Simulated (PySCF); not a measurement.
SMILES C=CCC=O (C4H6O), singlet, GFN2-xTB optimised geometry. Atoms within 1.6 Å of the plane z = 0.6 Å (x, y, z in Å): C1 (1.24, -0.60, 0.00), C2 (-0.07, -0.60, 0.00), C3 (-0.91, 0.64, 0.00), C4 (-1.81, 0.68, 1.20), O5 (-1.97, 1.62, 1.92), H6 (1.81, -1.52, 0.00), H7 (1.81, 0.31, -0.01), H8 (-0.63, -1.54, 0.01), H9 (-1.57, 0.63, -0.88), H10 (-0.29, 1.54, -0.03), H11 (-2.35, -0.28, 1.39).

Method: CAM-B3LYP/def2-TZVP run with PySCF 2.14.0.

Map of the log10 of the electron density (e/bohr³), floored at −4 on the plane z = 0.6 Å:

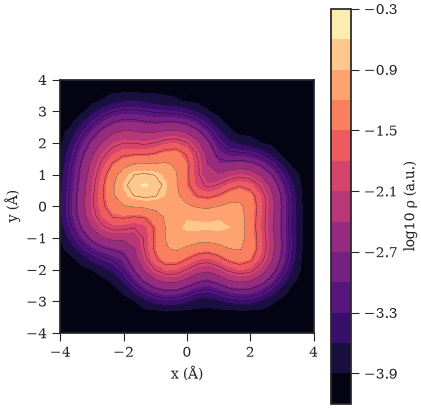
Figure. Log10 of the electron density (e/bohr³), floored at −4 on the plane z = 0.6 Å.
